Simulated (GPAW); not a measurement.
# CH₅OSi (charge −1): calculation of the molecule and its ions (part 3 of 3)

CH₅OSi, charge −1, SMILES CO[SiH2-]; RPBE/dzp, scalar-relativistic datasets (GPAW 26.7.0). The geometry comes from this level: GFN2-xTB.

Geometry of the input (Å):
```
C  -0.4971  0.9567  -0.2170
O  -0.5995  -0.2119  0.4346
Si 0.4718  -1.4562  -0.1791
H  -0.7574  0.8670  -1.2920
H  0.5289  1.3760  -0.1873
H  -1.1721  1.7090  0.2295
H  1.8076  -0.8536  0.2454
H  0.2180  -2.3871  0.9659
```

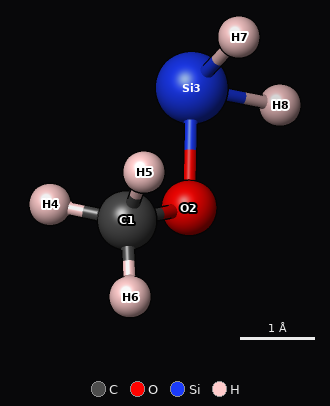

The structure as given in the input (ball-and-stick view, seen at a tilt; atoms are numbered from 1 in the order of the input).

What the program printed, continued
```
  H:
    name:    Hydrogen
    Z:       1.0
    valence: 1
    core:    0
    charge:  0.0  # [|e|]
    file:    H.RPBE.gz
    compensation charges:
      type: gauss
      rc: 0.15  # [Å]
      lmax: 2
    cutoffs:
      filter: 0.85  # [Å]
      core: 0.53  # [Å]
    projectors
    | kind |    occ | energy [eV] | rcut [Å] |
    |------|--------|-------------|----------|
    |   1s |  1.000 |      -6.572 |    0.476 |
    |    s |        |      20.639 |    0.476 |
    |    p |        |       0.000 |    0.476 |

    LCAO basis set for H:
      Name: dzp
      File: H.dzp.basis.gz
      Number of radial functions: 3
      Number of spherical harmonics: 5
        l=0, rc=6.4219 Bohr: 1s-sz confined orbital
        l=0, rc=3.6094 Bohr: 1s-dz split-valence wave
        l=1, rc=6.4219 Bohr: p-type Gaussian polarization
      Number of RI-basis functions 0

Reference energy: -11025.414254  # eV

eigensolver:
  <gpaw.new.lcao.eigensolver.LCAOEigensolver object at 0xe0bf94397260>
density mixing:
  MSR1-Mixer
  Pratt-step length: 0.05
  Maximum mixing coefficient: 0.75
  Old densities: 10
  SVD Regularization: 0.005
  Good broyden scale: 1.0
  Trust region scale: 1.0
  Backstep threshold: 4.0
  History deletion threshold: 6.0
  Fourier metric: weight=20.0, sigma=0.015

occupation numbers:
  Fixed magnetic moment: 1.000
  # Zero width

FastPoissonSolver using
    Stencil: 6*3+1=19 point O(h^6) finite-difference Laplacian
    FFT axes: []
    FST axes: [np.int64(2), np.int64(0), np.int64(1)]

xc functional:
  name: RPBE with 2 nearest neighbor stencil
interpolation: tri-quintic # 5. degree polynomial

Initialization done in: 5.173 s

convergence criteria:
- Maximum [total energy] change in last 3 cyles: 0.0005 eV / valence electron
- Maximum integral of absolute [dens]ity change: 0.0001 electrons / valence electron
- Maximum integral of absolute [eigenst]ate change: 4e-08 eV^2 / valence electron
maximum number of iterations: 100

SCF iterations
|iter     |     time |      energy | eigst |  dens |  magmom |
|---------|----------|-------------|-------|-------|---------|
|iter:   1| 00:00:15 |  -35.994046 |      c|       |  +0.9994|
|iter:   2| 00:00:16 |  -35.636774 |      c| -0.56 |  +0.9995|
|iter:   3| 00:00:17 |  -34.391680 |      c| -0.60 |  +0.9998|
|iter:   4| 00:00:18 |  -34.403778 |      c| -1.19 |  +0.9999|
|iter:   5| 00:00:19 |  -34.407541 |      c| -1.66 |  +1.0000|
|iter:   6| 00:00:20 |  -34.408087c|      c| -2.18 |  +1.0000|
|iter:   7| 00:00:22 |  -34.408444c|      c| -2.44 |  +1.0000|
|iter:   8| 00:00:23 |  -34.408518c|      c| -2.90 |  +1.0000|
|iter:   9| 00:00:24 |  -34.408528c|      c| -3.33 |  +1.0000|
|iter:  10| 00:00:25 |  -34.408529c|      c| -3.78 |  +1.0000|
|iter:  11| 00:00:26 |  -34.408529c|      c| -4.38c|  +1.0000|

Converged in 11 steps
SCF loop duration: 11.626 s (1.057 s/step)
Energy contributions relative to reference atoms: (reference = -11025.414254)

Energy contributions:
  Kinetic:          35.505614
  Coulomb:         -36.681437
  Zero:              0.662606
  External:          0.000000
  Xc:              -33.895312
  Entropy:           0.000000
  Spinorbit:         0.000000
  ----------------------------
  Free energy:     -34.408529
  Extrapolated:    -34.408529

dipole moment: (0.079632, 0.031834, -0.243722)  # |e|*Ang

Total magnetic moment: (0.000000, 0.000000, 0.999999)

Local magnetic moments
|        x |        y |         z |
|----------|----------|-----------|
| 0.000000 | 0.000000 | -0.002449 |  # C    0
| 0.000000 | 0.000000 |  0.096219 |  # O    1
| 0.000000 | 0.000000 |  0.251369 |  # Si   2
| 0.000000 | 0.000000 |  0.003243 |  # H    3
| 0.000000 | 0.000000 |  0.001731 |  # H    4
| 0.000000 | 0.000000 |  0.000129 |  # H    5
| 0.000000 | 0.000000 |  0.027541 |  # H    6
| 0.000000 | 0.000000 |  0.018369 |  # H    7

Fermi levels: -2.319, -4.665
Eigenvalues  # (at kpt = [0.000, 0.000, 0.000])
| band index |      eig [eV] | occ [0-1] |      eig [eV] | occ [0-1] |
|------------|---------------|-----------|---------------|-----------|
|          0 |       -25.868 |     1.000 |       -25.685 |     1.000 |
|        ... |               |           |               |           |
|          2 |       -13.378 |     1.000 |       -13.130 |     1.000 |
|          3 |       -11.144 |     1.000 |       -10.993 |     1.000 |
|          4 |       -10.973 |     1.000 |       -10.928 |     1.000 |
|          5 |       -10.511 |     1.000 |       -10.244 |     1.000 |
|          6 |        -8.030 |     1.000 |        -7.815 |     1.000 |
|          7 |        -7.449 |     1.000 |        -7.165 |     1.000 |
|          8 |        -6.652 |     1.000 |        -6.345 |     1.000 |
|          9 |        -5.422 |     1.000 |        -3.908 |     0.000 |
|         10 |        -0.730 |     0.000 |        -0.199 |     0.000 |
|         11 |         0.516 |     0.000 |         1.282 |     0.000 |
|         12 |         2.117 |     0.000 |         2.228 |     0.000 |
|         13 |         2.968 |     0.000 |         3.156 |     0.000 |
|         14 |         3.577 |     0.000 |         3.629 |     0.000 |
|         15 |         3.648 |     0.000 |         3.681 |     0.000 |

Gap: 3.178 eV
Transition (v -> c):
  (s=1, k=0, n=9, [0.00, 0.00, 0.00]) -> (s=0, k=0, n=10, [0.00, 0.00, 0.00])
No difference between direct/indirect transitions
vacuum-level: 0.000  # V
oxidised      -34.40853 eV
Vertical IP = 0.939 eV
```

Summary

```csv
quantity,value
outcome,converged
ionisation energy,0.94 eV
wall time,27 s
peak memory,0.96 GiB
```

Remarks

On so coarse a grid the energy depends on the position of the molecule, which gives spurious forces.
